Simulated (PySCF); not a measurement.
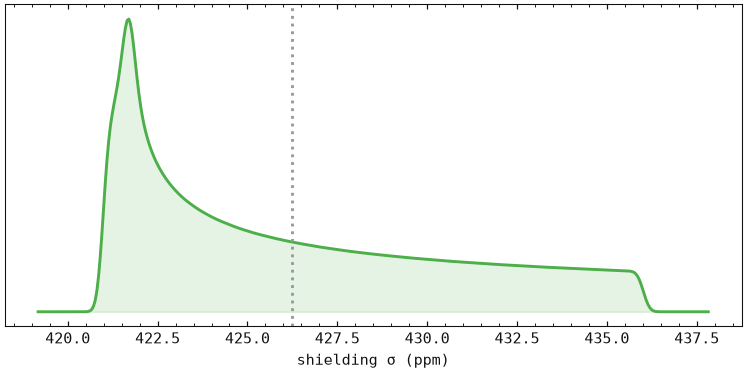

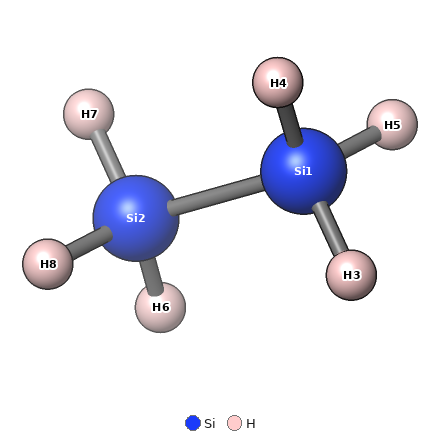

Static powder pattern (²⁹Si) from GIAO shielding tensors of Si₂H₆, SMILES [SiH3][SiH3], WP04/pcSseg-1 (IEF-PCM chloroform) with PySCF, at a PBE0-D3(BJ)/def2-SVP geometry (no frequency check); absolute shielding, one fixed geometry of the isolated molecule without any motion, no dipolar terms. The dotted line is the isotropic value; skew is 3(σiso − σ22)/span.

The pattern belongs to Si2. Give the principal values, span and skew.

Si2: σ11, σ22, σ33 = 421, 422, 436 ppm, isotropic 426, span 15 ppm, skew 0.90.
